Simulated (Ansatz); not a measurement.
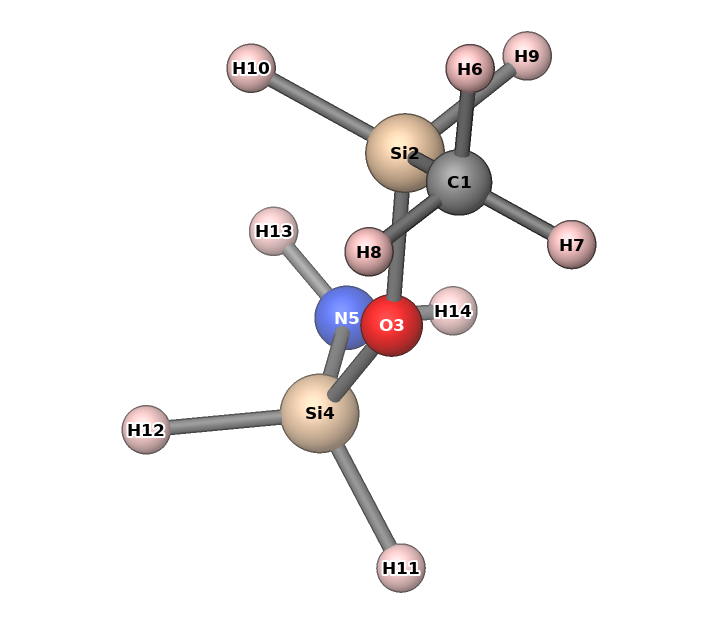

Si2 lies behind C1. The molecule seen a little off the C1–Si2 bond, C1 in front. Depth is shown by fading: the farther an atom, the more it takes the colour of the background. The computed structure is the end point of a PBE0-D4/def2-TZVP optimisation. No frequency run is at hand to confirm it as a minimum.

**What is the torsion angle H6–C1–Si2–O3? The sign is positive where the front bond must turn clockwise to cover the back bond.**

179°, antiperiplanar (anti). The bonds about C1–Si2 are staggered.
